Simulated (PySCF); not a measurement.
# CH5FSi: a tour of settings

Aim: see how CH5FSi (`FC[SiH3]`) answers to the choice of functional, basis, grid and SCF options.

Computed with PySCF 2.14.0, with density-fitted response routines of our own, on a single molecule in the gas phase. Atoms are numbered from 0 throughout.

1 further run of the same task is left out (it didn't finish).

### Step 1. The molecule as given

8 atoms, charge 0, multiplicity 1; geometry from: GFN2-xTB.

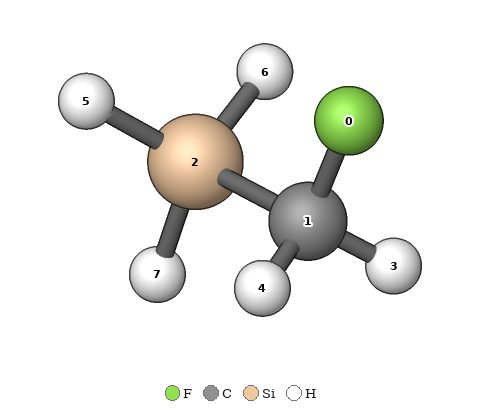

As it starts; fluorine green, carbon grey, silicon light orange, hydrogen white, atoms numbered.

### Step 2. Nuclear shieldings: PBE0/pcSseg-1

The job: settings as JSON, then the geometry in Å.

```
{"job": {"kind": "nmr", "xc": "PBE0", "basis": "pcSseg-1"}, "charge": 0, "multiplicity": 1}
F      1.622716     0.156619    -0.998167
C      0.939232    -0.066357     0.181867
Si    -0.950845     0.054351    -0.114484
H      1.250548    -1.054030     0.532942
H      1.305333     0.679826     0.892349
H     -1.252821     1.394676    -0.610599
H     -1.325228    -0.964241    -1.092155
H     -1.579877    -0.191432     1.183682
```

Method: GIAO PBE0/pcSseg-1 NMR shielding, non-relativistic, gas phase.

Command:

```console
OMP_NUM_THREADS=1 python probes_run.py task.json out
```

The driver reads the jobs from task.json and runs them one after another.

The program printed:

```text
coarse grid: 6896 points
cycle   1  E = -430.0767362860  dE = -4.118e-03  |g| = 4.151e-01  |ddm| = 2.283e+00
cycle   2  E = -430.0561651917  dE =  2.057e-02  |g| = 5.804e-01  |ddm| = 6.040e-01
cycle   3  E = -430.1045561129  dE = -4.839e-02  |g| = 3.441e-02  |ddm| = 3.480e-01
cycle   4  E = -430.1047273646  dE = -1.713e-04  |g| = 1.557e-02  |ddm| = 3.036e-02
cycle   5  E = -430.1047835342  dE = -5.617e-05  |g| = 3.634e-03  |ddm| = 1.385e-02
cycle   6  E = -430.1047864591  dE = -2.925e-06  |g| = 2.508e-04  |ddm| = 3.256e-03
final grid: 61600 points
cycle   7  E = -430.1284392887  dE = -1.493e-05  |g| = 5.289e-03  |ddm| = 1.018e-02
cycle   8  E = -430.1284350674  dE =  4.221e-06  |g| = 7.221e-03  |ddm| = 7.481e-03
cycle   9  E = -430.1284452641  dE = -1.020e-05  |g| = 5.587e-04  |ddm| = 4.017e-03
cycle  10  E = -430.1284453109  dE = -4.676e-08  |g| = 1.719e-04  |ddm| = 4.969e-04
cycle  11  E = -430.1284453159  dE = -5.024e-09  |g| = 2.026e-05  |ddm| = 1.271e-04
cycle  12  E = -430.1284453159  dE = -6.696e-11  |g| = 3.764e-06  |ddm| = 2.228e-05
converged SCF energy = -430.1284453159

GIAO shielding tensors (ppm)
atom      isotropic    diamagn.    paramagn.     s11        s22        s33       span
  0 F      466.646     472.075      -5.429    416.558    477.569    505.810     89.252
  1 C      110.360     246.732    -136.372     59.617     84.556    186.907    127.290
  2 Si     425.354     879.193    -453.840    396.743    422.211    457.107     60.364
  3 H       26.665      29.253      -2.588     22.542     26.418     31.035      8.493
  4 H       26.666      29.251      -2.585     22.539     26.420     31.039      8.501
  5 H       27.687      28.654      -0.967     24.689     25.925     32.447      7.758
  6 H       27.688      28.659      -0.971     24.685     25.930     32.449      7.764
  7 H       27.981      28.781      -0.800     25.279     25.649     33.016      7.737
```

It took 4 s on 1 thread of Arm Neoverse V2, shared host.

The references, computed at this level on geometries of the same kind, shield at (ppm): 1H TMS 31.72, 13C TMS 186.9, 29Si TMS 349.2, 19F CFCl3 170.9. Their shielding less the atom's gives the shift. The references are single molecules in the gas phase, so shifts against H2O, NH3, PH3, H3PO4 or CFCl3 are not on the usual liquid scales and can be off by tens of ppm. Atoms listed in one row are averaged.

```tsv
atoms	environment	σ (ppm)	δ (ppm)	δ scaled to CDCl3
C1	sp3 CH2 bonded to F and Si	110.4	76.6	72.8
H3, H4	hydrogen on an sp3 CH2 bonded to F and Si	26.67	5.05	4.87
H5, H6, H7	hydrogen on a silicon bonded to C	27.79	3.93	–
F0	fluorine on an sp3 carbon	466.6	-295.7	–
Si2	silicon bonded to C, 3 H	425.4	-76.2	–
```

The scaled column applies a straight-line fit of computed shieldings to shifts measured in CDCl3; 19F shifts take a fit of their own (root-mean-square error 0.16 ppm for H, 1.9 ppm for C).

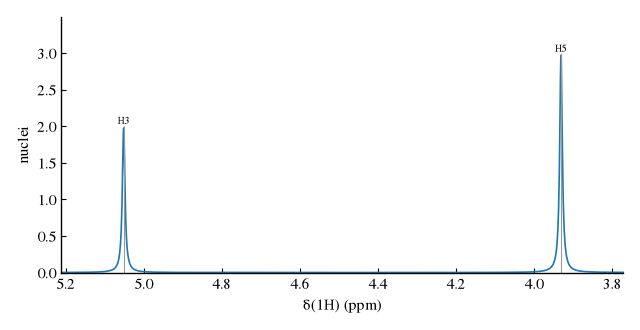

1H lines at the computed shifts, without couplings. Lines are broadened to a width of 0.01 ppm (Lorentzian).

The run also stored atomic charges by several schemes (e):

```tsv
atoms	Mulliken	IAO	Hirshfeld	ESP fit
F0	-0.35	-0.33	-0.13	-0.23
C1	-0.14	-0.23	-0.06	-0.04
Si2	0.48	0.60	0.32	0.38
```

Mulliken charges:

```tsv
atom	value (e)
F0	-0.35
C1	-0.14
Si2	0.48
H3	0.13
H4	0.13
H5	-0.08
H6	-0.08
H7	-0.09
```

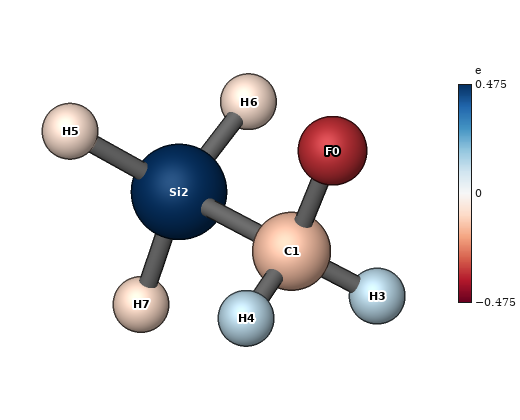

Mulliken charges, as colours on the atoms.

Mayer bond orders: F0–C1 0.85, C1–Si2 0.91.

### Step 3. Ultraviolet spectrum: PBE0/def2-SVPD

Same as in step 2 but for these lines:

```diff
@@ -1,2 +1,2 @@
-{"job": {"kind": "nmr", "xc": "PBE0", "basis": "pcSseg-1"}, "charge": 0, "multiplicity": 1}
+{"job": {"kind": "uv", "xc": "PBE0", "basis": "def2-SVPD", "nstates": 6, "ntriplets": 2}, "charge": 0, "multiplicity": 1}
 F      1.622716     0.156619    -0.998167
```

With the program's defaults for keys left out, this is: TDDFT PBE0/def2-SVPD, vertical, gas phase, core orbitals frozen in the response.

The program printed:

```text
coarse grid: 6896 points
cycle   1  E = -429.8884857632  dE = -2.364e-02  |g| = 3.645e-01  |ddm| = 2.791e+00
cycle   2  E = -429.8655815626  dE =  2.290e-02  |g| = 5.365e-01  |ddm| = 6.613e-01
cycle   3  E = -429.9122087798  dE = -4.663e-02  |g| = 3.344e-02  |ddm| = 3.487e-01
cycle   4  E = -429.9123907880  dE = -1.820e-04  |g| = 1.072e-02  |ddm| = 4.300e-02
cycle   5  E = -429.9124171981  dE = -2.641e-05  |g| = 4.121e-03  |ddm| = 1.535e-02
cycle   6  E = -429.9124213417  dE = -4.144e-06  |g| = 2.508e-04  |ddm| = 5.037e-03
final grid: 61600 points
cycle   7  E = -429.9668819991  dE = -1.029e-05  |g| = 5.409e-03  |ddm| = 2.731e-02
cycle   8  E = -429.9668770195  dE =  4.980e-06  |g| = 7.530e-03  |ddm| = 1.056e-02
cycle   9  E = -429.9668883050  dE = -1.129e-05  |g| = 5.877e-04  |ddm| = 5.575e-03
cycle  10  E = -429.9668883713  dE = -6.634e-08  |g| = 1.302e-04  |ddm| = 5.909e-04
cycle  11  E = -429.9668883748  dE = -3.451e-09  |g| = 1.436e-05  |ddm| = 1.343e-04
cycle  12  E = -429.9668883748  dE = -6.150e-11  |g| = 2.564e-06  |ddm| = 2.650e-05
converged SCF energy = -429.9668883748

Static polarisability (au): isotropic 42.521, principal 39.656 40.975 46.933

Singlet excitations
state   eV       nm        f      main configurations
  1   7.7355    160.3   0.05622   H->L 0.90
  2   8.0773    153.5   0.00147   H->L+2 0.48, H->L+1 0.40
  3   8.5473    145.1   0.00010   H-1->L 0.66, H->L+3 0.29
  4   8.6375    143.5   0.18495   H->L+1 0.56, H->L+2 0.36
  5   8.6576    143.2   0.00002   H->L+3 0.67, H-1->L 0.27
  6   8.9511    138.5   0.00509   H->L+4 0.94

Triplet excitations (Tamm-Dancoff, eV): 7.1727 7.4460
```

Run time: 4.6 s. Hardware: 1 thread of Arm Neoverse V2, shared host.

The orbitals next to the gap, with their largest atomic shares:

```tsv
orbital	eV	atoms
HOMO−3	-10.31	F0 31 %, Si2 24 %, H6 13 %
HOMO−2	-10.10	Si2 42 %, H7 31 %, H5 10 %
HOMO−1	-9.64	F0 24 %, Si2 19 %, C1 18 %
HOMO	-8.68	C1 31 %, F0 30 %, Si2 21 %
LUMO	0.32	Si2 35 %, C1 19 %, H7 10 %
LUMO+1	0.82	Si2 51 %, H5 14 %, H6 14 %
LUMO+2	1.01	Si2 42 %, H7 16 %, F0 14 %
```

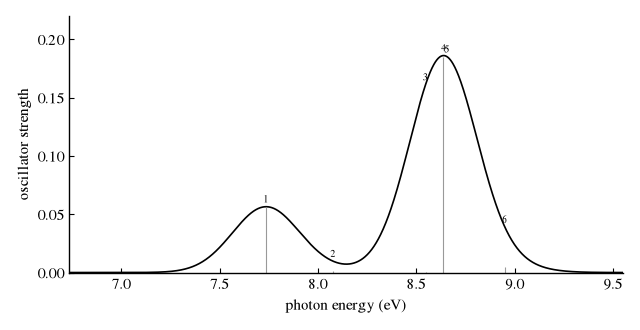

Absorption spectrum from the 6 singlet states computed; above the last one it falls off for lack of states. Lines are broadened to a width of 0.40 eV (Gaussian).

Further results of this job:

```tsv
property	computed
dipole moment (D)	1.66
polarisability (Å³)	6.30
HOMO–LUMO gap (eV)	9.00
−ε(HOMO) (eV)	8.68
```

### Step 4. NMR shieldings: B3LYP/pcSseg-1

Same as in step 3 but for these lines:

```diff
@@ -1,2 +1,2 @@
-{"job": {"kind": "uv", "xc": "PBE0", "basis": "def2-SVPD", "nstates": 6, "ntriplets": 2}, "charge": 0, "multiplicity": 1}
+{"job": {"kind": "nmr", "xc": "B3LYP", "basis": "pcSseg-1", "pop": false, "scf": {"guess": "atom"}}, "charge": 0, "multiplicity": 1}
 F      1.622716     0.156619    -0.998167
```

With the program's defaults for keys left out, this is: GIAO B3LYP/pcSseg-1 NMR shielding, non-relativistic, gas phase.

The program printed:

```text
final grid: 61600 points
cycle   1  E = -430.3438016064  dE =  3.187e-01  |g| = 6.214e-01  |ddm| = 2.461e+00
cycle   2  E = -430.3163877671  dE =  2.741e-02  |g| = 7.223e-01  |ddm| = 1.163e+00
cycle   3  E = -430.4295157623  dE = -1.131e-01  |g| = 5.378e-02  |ddm| = 6.961e-01
cycle   4  E = -430.4299660599  dE = -4.503e-04  |g| = 2.638e-02  |ddm| = 5.537e-02
cycle   5  E = -430.4300805441  dE = -1.145e-04  |g| = 7.098e-03  |ddm| = 1.846e-02
cycle   6  E = -430.4300899327  dE = -9.389e-06  |g| = 1.252e-03  |ddm| = 5.745e-03
cycle   7  E = -430.4300902182  dE = -2.855e-07  |g| = 8.753e-05  |ddm| = 1.237e-03
cycle   8  E = -430.4300902201  dE = -1.864e-09  |g| = 1.991e-05  |ddm| = 1.228e-04
cycle   9  E = -430.4300902202  dE = -1.270e-10  |g| = 4.004e-06  |ddm| = 3.187e-05
converged SCF energy = -430.4300902202

GIAO shielding tensors (ppm)
atom      isotropic    diamagn.    paramagn.     s11        s22        s33       span
  0 F      461.481     472.684     -11.203    414.051    471.148    499.244     85.193
  1 C      103.316     245.636    -142.320     51.582     77.369    180.996    129.414
  2 Si     413.874     878.962    -465.089    384.246    411.034    446.340     62.094
  3 H       26.757      29.358      -2.601     22.690     26.508     31.073      8.384
  4 H       26.758      29.356      -2.599     22.686     26.509     31.077      8.391
  5 H       27.884      28.943      -1.059     24.976     26.150     32.527      7.551
  6 H       27.885      28.948      -1.063     24.972     26.154     32.529      7.557
  7 H       28.165      29.051      -0.886     25.550     25.882     33.063      7.513
```

It took 2.8 s on 1 thread of Arm Neoverse V2, shared host.

Key values: δ C1 78.6, F0 -295.9, Si2 -79.4, H3 5.07, H5 3.85 ppm (means over like atoms).

### Step 5. TDDFT and polarisability: LC-wPBE/ANO-RCC-VDZP

Same as in step 4 but for these lines:

```diff
@@ -1,2 +1,2 @@
-{"job": {"kind": "nmr", "xc": "B3LYP", "basis": "pcSseg-1", "pop": false, "scf": {"guess": "atom"}}, "charge": 0, "multiplicity": 1}
+{"job": {"kind": "uv", "xc": "LC-wPBE", "basis": "ANO-RCC-VDZP", "nstates": 6, "ntriplets": 0, "tda": false, "scf": {"guess": "1e", "max_cycle": 60}}, "charge": 0, "multiplicity": 1}
 F      1.622716     0.156619    -0.998167
```

With the program's defaults for keys left out, this is: TDDFT LC-wPBE/ANO-RCC-VDZP, vertical, gas phase, core orbitals frozen in the response.

The program printed (excerpt; [...] marks lines left out):

```text
final grid: 61600 points
cycle   1  E = -383.0752891294  dE =  2.634e+01  |g| = 4.923e+00  |ddm| = 4.427e+01
cycle   2  E = -392.3267701333  dE = -9.251e+00  |g| = 1.211e+01  |ddm| = 4.042e+01
cycle   3  E = -404.7234557194  dE = -1.240e+01  |g| = 7.175e+00  |ddm| = 4.248e+00
cycle   4  E = -411.6435139610  dE = -6.920e+00  |g| = 5.792e+00  |ddm| = 3.604e+00
cycle   5  E = -415.2027362160  dE = -3.559e+00  |g| = 5.290e+00  |ddm| = 2.133e+00
cycle   6  E = -416.6124061287  dE = -1.410e+00  |g| = 5.248e+00  |ddm| = 1.045e+00
cycle   7  E = -416.8786727085  dE = -2.663e-01  |g| = 5.265e+00  |ddm| = 3.036e-01
cycle   8  E = -416.8864266314  dE = -7.754e-03  |g| = 5.266e+00  |ddm| = 5.708e-02
cycle   9  E = -416.8886290823  dE = -2.202e-03  |g| = 5.266e+00  |ddm| = 6.460e-03
cycle  10  E = -378.2881726072  dE =  3.860e+01  |g| = 5.513e+00  |ddm| = 1.772e+01
[... 5 cycles left out ...]
cycle  16  E = -429.9946842203  dE = -6.750e-01  |g| = 7.289e-01  |ddm| = 1.843e+00
cycle  17  E = -430.1291247805  dE = -1.344e-01  |g| = 4.840e-01  |ddm| = 6.817e-01
cycle  18  E = -430.1782247965  dE = -4.910e-02  |g| = 1.367e-01  |ddm| = 3.543e-01
cycle  19  E = -430.1857531351  dE = -7.528e-03  |g| = 1.863e-02  |ddm| = 2.429e-01
cycle  20  E = -430.1859072604  dE = -1.541e-04  |g| = 6.326e-03  |ddm| = 4.466e-02
cycle  21  E = -430.1859207658  dE = -1.351e-05  |g| = 1.114e-03  |ddm| = 9.027e-03
cycle  22  E = -430.1859218158  dE = -1.050e-06  |g| = 2.100e-04  |ddm| = 3.952e-03
cycle  23  E = -430.1859218469  dE = -3.107e-08  |g| = 3.826e-05  |ddm| = 7.285e-04
cycle  24  E = -430.1859218482  dE = -1.286e-09  |g| = 9.151e-06  |ddm| = 1.535e-04
cycle  25  E = -430.1859218482  dE = -7.378e-11  |g| = 1.877e-06  |ddm| = 3.227e-05
converged SCF energy = -430.1859218482

Static polarisability (au): isotropic 36.824, principal 34.253 36.144 40.074

Singlet excitations
state   eV       nm        f      main configurations
  1   8.2514    150.3   0.06103   H->L 0.62, H->L+1 0.17, H->L+2 0.10
  2   8.7691    141.4   0.01529   H->L+2 0.58, H->L 0.26
  3   9.1771    135.1   0.00191   H-1->L 0.61, H-1->L+1 0.15
  4   9.5012    130.5   0.00359   H->L+4 0.29, H->L+5 0.25, H-1->L+2 0.14
  5   9.7090    127.7   0.04671   H-2->L 0.51, H-2->L+3 0.19, H-2->L+2 0.16
  6   9.7741    126.8   0.03327   H->L+5 0.24, H-3->L 0.18, H-1->L+2 0.17
```

Wall time 16 s (1 thread of Arm Neoverse V2, shared host).

Despite a poor start guess, the SCF converged in 25 cycles.

Key values: HOMO -11.37 eV, LUMO 1.99 eV; lowest singlet 8.25 eV.

### Step 6. Run by run: NMR shifts

Shifts (ppm), means over like atoms, with basis size and wall time:

```tsv
run	C1	H3	H5	F0	Si2	functions	time
PBE0/pcSseg-1	76.6	5.05	3.93	-295.7	-76.2	83	4 s
B3LYP/pcSseg-1	78.6	5.07	3.85	-295.9	-79.4	83	2.8 s
```

### Step 7. Side by side: electronic excitations

Excitations and ground-state properties, with basis size and wall time:

```tsv
run	lowest singlet (eV)	brightest (eV)	f	gap (eV)	α (Å³)	μ (D)	functions	time
PBE0/def2-SVPD	7.74	8.64	0.185	9.00	6.30	1.66	107	4.6 s
LC-wPBE/ANO-RCC-VDZP	8.25	8.25	0.061	13.36	5.46	1.80	71	16 s
```

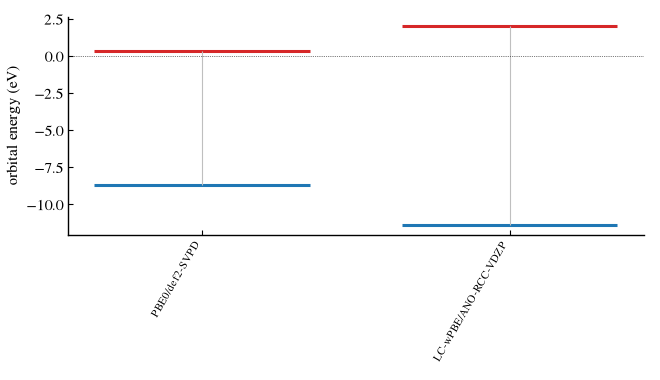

HOMO (blue) and LUMO (red) run by run.

### Step 8. Summary of results

```
                                                              quantity                        value
                                13C shifts against TMS (PBE0/pcSseg-1)                     76.6 ppm
1H shifts against TMS (PBE0/pcSseg-1, means over atoms taken as alike)               5.05, 3.93 ppm
                              19F shifts against CFCl3 (PBE0/pcSseg-1)                   -295.7 ppm
                               29Si shifts against TMS (PBE0/pcSseg-1)                    -76.2 ppm
                                       lowest singlet (PBE0/def2-SVPD)  7.74 eV (160 nm), f = 0.056
                              brightest single state of those computed  state 4, 8.64 eV, f = 0.185
                                                        lowest triplet                      7.17 eV
                                             range of the shift of Si2           -79.4 to -76.2 ppm
                                           range of the lowest singlet              7.74 to 8.25 eV
```

**Reading.** Single values in the summary come from the first sound run of each kind (PBE0/pcSseg-1; PBE0/def2-SVPD), which need not be the best level. The most deshielded hydrogen is H3, H4 (mean) (hydrogen on an sp3 CH2 bonded to F and Si), at 5.05 ppm: its carbon carries F, an electronegative neighbour. At PBE0/pcSseg-1: The largest span, 127 ppm, is at C1, where the paramagnetic term is -136 ppm. The lowest singlet, at 7.74 eV, is HOMO→LUMO 0.90 and is bright; of the 6 states computed, the strongest absorption comes from state 4 at 8.64 eV. The lowest triplet lies 0.56 eV below the lowest singlet (triplets in Tamm-Dancoff, singlets in full TDDFT). In ppm, Si2 moves most: its shift spreads over 3.2 ppm, from -79.4 (B3LYP/pcSseg-1) to -76.2 (PBE0/pcSseg-1). The lowest singlet runs from 7.74 eV (PBE0/def2-SVPD) to 8.25 eV (LC-wPBE/ANO-RCC-VDZP), while the orbital gap spans 9.00 to 13.36 eV. The lowest state need not be the same one in every run.
